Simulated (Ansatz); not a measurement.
```xyz
7

In    2.6103   -3.0868   -3.1558
Se    0.3816   -3.4976   -1.9397
Si    0.0633   -1.3606   -1.2017
H     1.0833   -0.4376   -1.7885
H     0.1680   -1.3030    0.2874
H    -1.2975   -0.8931   -1.6031
H     3.2771   -1.4390   -3.1283
```

Geometry: PBE0-D3(BJ)/def2-SVP; core potentials replace the inner electrons of In.

Theory: isolated molecule in a Gaussian basis; Kohn-Sham density functional theory, functional PBE0 (Ansatz).

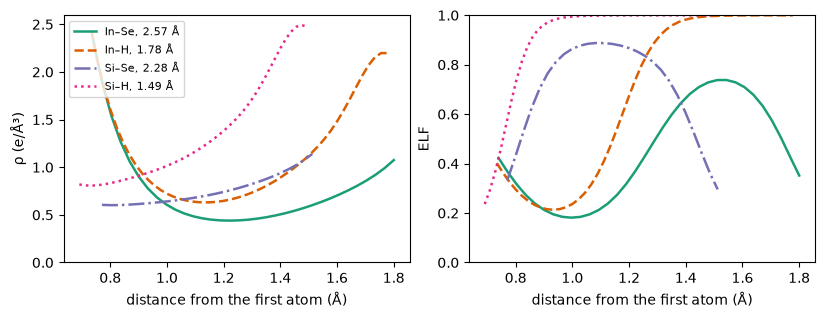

H4InSeSi (SMILES [SiH3][Se][InH]) (doublet). Electron density and electron localisation function along straight lines between neighbouring atoms. The curves leave out the atomic cores.

Question: What can be read from the curves?

Answer: In–Se (2.57 Å): ρ is about 0.45 e/Å³ halfway; the ELF peaks at about 0.75 in the valence shell of Se, 1.0 Å from its nucleus, and drops to about 0.20 between the two atoms.
In–H (1.78 Å): ρ is about 1 e/Å³ halfway; the ELF climbs to about 1 towards the hydrogen.
Si–Se (2.28 Å): ρ is about 0.7 e/Å³ halfway, with its minimum of 0.6 e/Å³ about 0.8 Å from Si; the ELF peaks at about 0.90 between the atoms: a shared electron pair.
Si–H (1.49 Å): ρ is about 0.81 e/Å³ halfway; the ELF climbs to about 1 towards the hydrogen.
